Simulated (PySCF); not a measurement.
# CoCl₂: relaxation and vibrations of the quartet

The task is one start of a wider search on CoCl₂: the quartet, from a linear start. It is relaxed, tested by its Hessian and followed downhill if it is a saddle.

Computed with PySCF 2.14.0. Level: B3LYP, basis Co def2-TZVP, Cl def2-TZVP, no relativity, density fitting.

### 1 Where the work starts

3 atoms, charge 0, spin multiplicity 4.

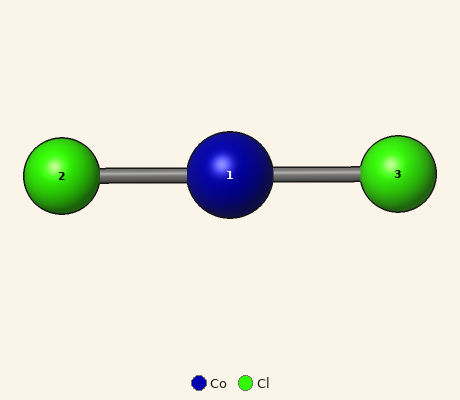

The starting geometry (cobalt blue, chlorine green); atoms are numbered from 1 in the order of the file.

```xyz
3
charge 0 multiplicity 4
Co    0.0000    0.0000    0.0000
Cl    0.0000    0.0000    2.1000
Cl    0.0000    0.0000   -2.1000
```

### 2 The SCF at the typed geometry

The steps below are one call of a driver around PySCF. For each, scf.py gives the equivalent set-up of the SCF; relaxations use the driver's own optimiser. After this first run the driver tries any further starts and a stability analysis.

Contents of scf.py:

```python
from pyscf import gto, scf, dft
mol = gto.M(atom='''
Co     0.000000     0.000000     0.000000
Cl     0.000000     0.000000     2.100000
Cl     0.000000     0.000000    -2.100000''',
    basis={'Co': 'def2-TZVP', 'Cl': 'def2-TZVP'},
    charge=0, spin=3)
mf = dft.UKS(mol, xc='B3LYP')
mf.grids.atom_grid = (50, 194)
aux = {'Co': 'def2-universal-JKFIT', 'Cl': 'def2-universal-JKFIT'}
mf = mf.density_fit(auxbasis=aux)
mf.conv_tol = 1e-08
mf.diis_space = 10
mf.max_cycle = 60
mf.init_guess = 'minao'
mf.verbose = 4
mf.kernel()
```

The run is started by

```sh
$ OMP_NUM_THREADS=4 python axn.py task.json out
```

Standard output:

```text
init E= -2302.43146029929
cycle= 1 E= -2285.61568076622  delta_E= 16.8  |g|= 5.59  |ddm|= 13.2
[... the frontier-level lines of each cycle are left out ...]
cycle= 2 E= -2223.06308492809  delta_E= 62.6  |g|= 14.3  |ddm|= 16.8
cycle= 3 E= -2276.91556311215  delta_E= -53.9  |g|=   10  |ddm|= 7.37
cycle= 4 E= -2284.36261263541  delta_E= -7.45  |g|= 8.59  |ddm|= 1.58
cycle= 5 E= -2294.51416410252  delta_E= -10.2  |g|=  6.1  |ddm|= 3.41
cycle= 6 E= -2295.71936183599  delta_E= -1.21  |g|= 5.36  |ddm|= 0.62
cycle= 7 E= -2303.00335450227  delta_E= -7.28  |g|= 1.17  |ddm|= 2.46
cycle= 8 E= -2303.29736944006  delta_E= -0.294  |g|= 0.384  |ddm|= 0.868
cycle= 9 E= -2303.34682315946  delta_E= -0.0495  |g|= 0.198  |ddm|= 0.248
cycle= 10 E= -2303.35808255041  delta_E= -0.0113  |g|= 0.0398  |ddm|= 0.114
cycle= 11 E= -2303.35831701163  delta_E= -0.000234  |g|= 0.0304  |ddm|= 0.0311
cycle= 12 E= -2303.35862800696  delta_E= -0.000311  |g|= 0.011  |ddm|= 0.0132
cycle= 13 E= -2303.35870015845  delta_E= -7.22e-05  |g|= 0.00385  |ddm|= 0.0129
cycle= 14 E= -2303.35875251244  delta_E= -5.24e-05  |g|= 0.00261  |ddm|= 0.0128
cycle= 15 E= -2303.35869099921  delta_E= 6.15e-05  |g|= 0.00215  |ddm|= 0.0163
cycle= 16 E= -2303.35856798285  delta_E= 0.000123  |g|= 0.00176  |ddm|= 0.0651
cycle= 17 E= -2303.3585677782  delta_E= 2.05e-07  |g|= 0.00174  |ddm|= 0.000675
cycle= 18 E= -2303.35856772589  delta_E= 5.23e-08  |g|= 0.000105  |ddm|= 0.00823
cycle= 19 E= -2303.3585677092  delta_E= 1.67e-08  |g|= 0.000124  |ddm|= 0.000802
cycle= 20 E= -2303.35856771384  delta_E= -4.64e-09  |g|= 7.26e-06  |ddm|= 7e-05
Extra cycle  E= -2303.35856771402  delta_E= -1.78e-10  |g|= 7.37e-06  |ddm|= 2.39e-05
converged SCF energy = -2303.35856771402  <S^2> = 3.7595917  2S+1 = 4.004793
```

This step, with its further starts and checks, took 27 s on 4 threads of Arm Neoverse V1, shared host.

Energies from each starting density:

```
                      start   energy (Eh)
    the minimal-basis guess  -2303.358568
a thermally smeared density  -2303.379295
      a smeared PBE density  -2303.379236
```

This is not the lowest solution: one lies 54.4 kJ/mol lower, at -2303.37929 Eh, and the relaxation starts from that.

### 3 Relaxation: linear start, quartet

The program finds D∞h symmetry in the start, which this walk keeps.

scf.py, as its differences from that of step 2:

```diff
@@ -15 +14,0 @@
-mf.init_guess = 'minao'
```

Energy and gradient, step by step:

```csv
step,energy (Eh),change (kJ/mol),largest symmetric gradient (Eh/bohr)
0,-2303.379295,0.00,0.00008
```

The walk took 2.1 s.

Geometry (Å) and forces (eV/Å) at some steps:

```
step 0
Co   0.000   0.000   0.000   0.000   0.000   0.000
Cl   0.000   0.000   2.100   0.000   0.000  -0.004
Cl   0.000   0.000  -2.100   0.000   0.000   0.004
```

It settles in D∞h symmetry, 0.0 kJ/mol below the start, after 0 steps: Co–Cl 2.100 Å (×2); Cl–Co–Cl 180.0°.

### 4 Vibrations and properties at this point

The point is checked on the finer grid, and tightened if its gradient asks for it. The Hessian and the dipole derivatives come from central differences of analytic gradients, with steps of 0.02 bohr.

scf.py, as its differences from that of step 3:

```diff
@@ -9 +9 @@
-mf.grids.atom_grid = (50, 194)
+mf.grids.atom_grid = (75, 302)
@@ -12 +12 @@
-mf.conv_tol = 1e-08
+mf.conv_tol = 1e-10
```

This SCF starts from the last density.

Log of the central SCF (cycles and frontier levels):

```text
init E= -2303.37920158472
[... the frontier-level lines of each cycle are left out ...]
cycle= 1 E= -2303.37920158468  delta_E= 4.09e-11  |g|= 1.24e-05  |ddm|= 9.44e-06
cycle= 2 E= -2303.37920158424  delta_E= 4.33e-10  |g|= 4.23e-05  |ddm|= 2.48e-05
cycle= 3 E= -2303.37920158472  delta_E= -4.75e-10  |g|= 2.65e-06  |ddm|= 1.75e-05
cycle= 4 E= -2303.37920158472  delta_E= -5.46e-12  |g|= 1.8e-07  |ddm|= 2.35e-06
Extra cycle  E= -2303.37920158472  delta_E= 9.09e-13  |g|= 4.52e-07  |ddm|= 4.12e-07
converged SCF energy = -2303.37920158472  <S^2> = 3.7612243  2S+1 = 4.0056082
```

The whole step took 27 s.

Geometry: D∞h; Co–Cl 2.100 Å (×2); Cl–Co–Cl 180.0°.

Harmonic modes (main isotopes):

```tsv
symmetry	ω (cm⁻¹)	IR (km/mol)	μ (u)	type
πu	76	20.9	44.87	bend
σg+	347	0.0	34.97	stretch
σu+	499	131	44.87	stretch
```

No imaginary mode, so this is a minimum.

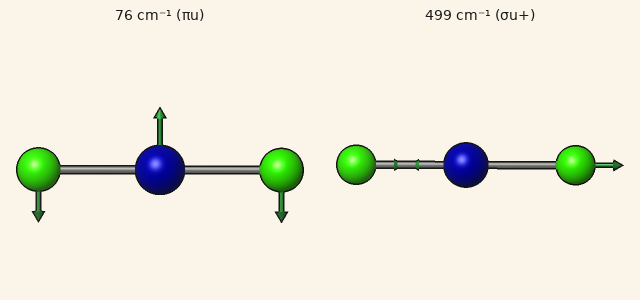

How the atoms move in 2 of the modes.

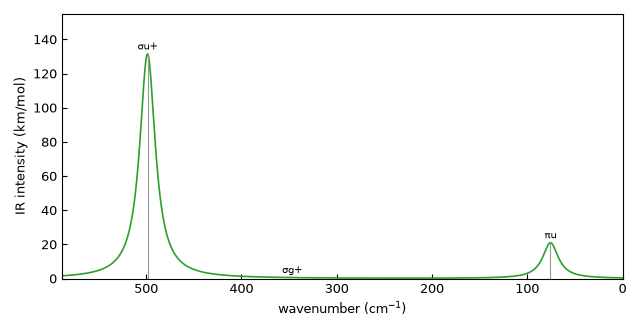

The harmonic infrared spectrum (widths in cm⁻¹). Lines are broadened to a width of 20 cm⁻¹ (Lorentzian).

Properties at this point:

```yaml
Dipole_moment: 0.00 D
Highest_occupied_level: -8.59 eV
Lowest_empty_level: -4.56 eV
Rotational_constants: 0.05466 cm⁻¹
Zero-point_energy: 6.0 kJ/mol
Principal_polarisabilities: 32.0, 32.0, 86.3 bohr³
Atomisation_energy_without_zero-point_energy: 741 kJ/mol
Principal_traceless_quadrupole_moments_about_the_centre_of_mass: -8.19, 4.10, 4.10 D Å
Entropy_at_298.15_K_and_1_bar_electronic_part_spin_only: 293.2 J/(mol K)
Heat_capacity_Cp_at_298.15_K: 57.4 J/(mol K)
Enthalpy_at_298.15_K_above_0_K: 14.33 kJ/mol
Rotational_symmetry_number: 2
Spin_squared_⟨S²⟩: 3.761
```

Populations by atom (charges in e):

| atom | Mulliken | Löwdin | polar tensor | spin (Mulliken) | Mayer order to Co1 |
| --- | --- | --- | --- | --- | --- |
| Co1 | 0.67 | -0.07 | 1.08 | 2.65 | – |
| Cl2,3 | -0.33 | 0.04 | -0.54 | 0.17 | 1.14 |

Outer orbital energies (eV). α occupied: -12.76, -11.70, -10.04, -9.55, -9.48, -9.48, -8.86, -8.86; empty: -1.23, 0.77, 0.77, 2.54. β occupied: -12.00, -10.09, -9.96, -9.58, -9.58, -9.14, -9.14, -8.59; empty: -4.56, -4.51, -4.51, -0.91.

Mulliken populations on Co1: s 6.66, p 12.34, d 7.33, f 0.00.

### 5 Results

| quantity | value |
| --- | --- |
| minimum | quartet, D∞h |
| geometry | Co–Cl 2.100 Å (×2); Cl–Co–Cl 180.0° |
| wavenumbers (cm⁻¹) | 76 (πu), 347 (σg+), 499 (σu+) |
| dipole moment | 0.00 D |
| highest occupied, lowest empty level (either spin) | -8.59, -4.56 eV |
| polar-tensor charge of Co1 | +1.08 e |
| zero-point energy | 6.0 kJ/mol |
| entropy at 298.15 K | 293.2 J/(mol K) |
| atomisation energy (no zero-point energy) | 741 kJ/mol |
| ⟨S²⟩ | 3.761 |

The linear start keeps its D∞h symmetry and ends in a minimum. The strongest infrared band lies at 499 cm⁻¹ (σu+, stretch). Co1 has a polar-tensor charge of +1.1 e (a dipole derivative, not a static charge), yet symmetry cancels the bond dipoles. Most of the spin sits on Co1 (Mulliken spin 2.65, against 3 for the whole molecule). The first SCF alone would have been 54 kJ/mol too high. Only this shape and spin were tried, so other structures or states may lie lower. One determinant may miss the lowest occupation of an open d or f shell.

The search up to here took 56 s.
